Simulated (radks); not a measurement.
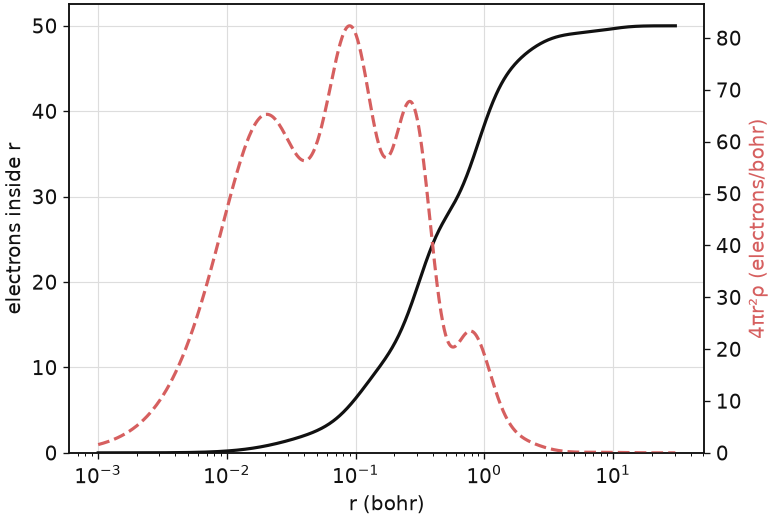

A free Sn atom; electrons: [Kr] 4d10 5s2 5p1 5d1 (5p1/2: 1, 5d3/2: 1). All numbers are computed, not measured: Dirac Kohn-Sham, PBEsol, spin-unpolarised, spherical densities, finite nucleus (the in-house radial solver radks).

```
Z 50
configuration [Kr] 4d10 5s2 5p1 5d1
relativity Dirac
functional pbe_sol,pbe_sol
spin unpolarised
j_filling energy
nucleus finite rms 4.6519 fm
c 137.035999084
```

The plot shows the number of electrons inside radius r (solid) and the radial density 4πr²ρ (dashed).

> What does the plot show?

The count levels off at 50 electrons. Half of them lie within 0.412 bohr, 90 % within 1.62 bohr and 99 % within 8.32 bohr. The radial density has minima at 0.0403, 0.173 and 0.569 bohr, where the count stands at 2.0, 11.2 and 29.0; these part the shells that the density resolves.
